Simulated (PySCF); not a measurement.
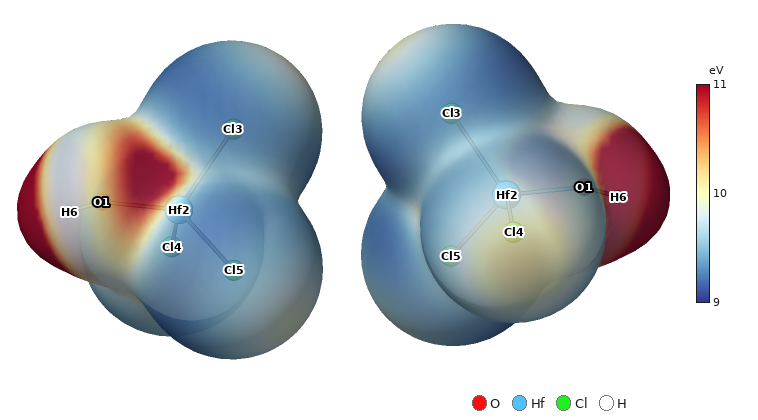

*Cl3HHfO, SMILES `O[Hf](Cl)(Cl)Cl`. Average local ionisation energy on the surface of electron density 0.001 a.u. (back view left, front view right).*

Level of theory: PBE/def2-SVP (PySCF), at a geometry from GFN2-xTB. Core potentials replace the inner electrons of Hf; spin–orbit coupling isn't included. This is a single-reference result, which may miss multireference character in this system. No frequency check shows the geometry to be a minimum. GFN2-xTB bond lengths at metals and heavier atoms can be off by up to 0.1 Å and shapes distorted, which carries into these values.

The calculation's input:

```python
import numpy as np
from pyscf import gto, scf, dft
from pyscf.scf import atom_ks, atom_hf
from scipy.linalg import block_diag

def solve(mol, dm0=None, hcore=None):
    mf = (dft.UKS if mol.spin else dft.RKS)(mol, xc='pbe')
    mf.grids.level = 3
    mf = mf.density_fit(auxbasis='def2-universal-jkfit')
    mf.conv_tol, mf.max_cycle = 1e-8, 80
    if hcore is not None:
        mf.get_hcore = lambda *args: hcore
    mf.kernel(dm0)
    if not mf.converged:
        mf = mf.newton().run(mf.mo_coeff, mf.mo_occ, max_cycle=30)
    assert mf.converged, 'SCF not converged'
    return mf

mol = gto.M(atom='''
O     -0.68204    -0.01216     1.91602
Hf    -0.01996    -0.00132     0.20597
Cl     1.19182     1.77086    -0.44558
Cl    -1.91766    -0.01252    -1.00389
Cl     1.22583    -1.74597    -0.45300
H     -1.60634    -0.01806     2.18417
''', basis='def2-svp', ecp={'Hf': 'def2-svp'}, charge=0, spin=0, verbose=4)
mf = solve(mol)
mf.analyze()
# spherically averaged free atoms, for the promolecule
atom_ks.AtomSphAverageRKS.init_guess_by_vsap = lambda self, mol=None: self.init_guess_by_minao(mol)  # core potentials
atm = atom_ks.get_atm_nrks(mol, xc='pbe')
pro = block_diag(*[(atm[a[0]][2] * atm[a[0]][3]) @ atm[a[0]][2].T for a in mol._atom])
np.savez('result.npz', e=mf.e_tot, c=mf.mo_coeff, occ=mf.mo_occ, eps=mf.mo_energy, pro=pro, dip=mf.dip_moment(verbose=0), s2=mf.spin_square()[0])
```

Run with:

```sh
OMP_NUM_THREADS=1 python input.py
```

The run took 20 s on 1 thread of Intel(R) Xeon(R) Platinum 8259CL CPU @ 2.50GHz (Skylake/Cascade Lake), with other jobs on the host, peak memory 0.42 GiB.

Partitions, critical points and surface values were worked out afterwards from this run's density.

Q: Where are the most loosely bound electrons on this surface?

A: The lowest value is 9.2 eV, 2.1 Å from Cl3, and at like points elsewhere. Further minima include 9.2 eV, 2.1 Å from Cl5, and at like points elsewhere; 9.4 eV, 2.1 Å from Cl4. For comparison, the highest occupied orbital lies at −7.9 eV.
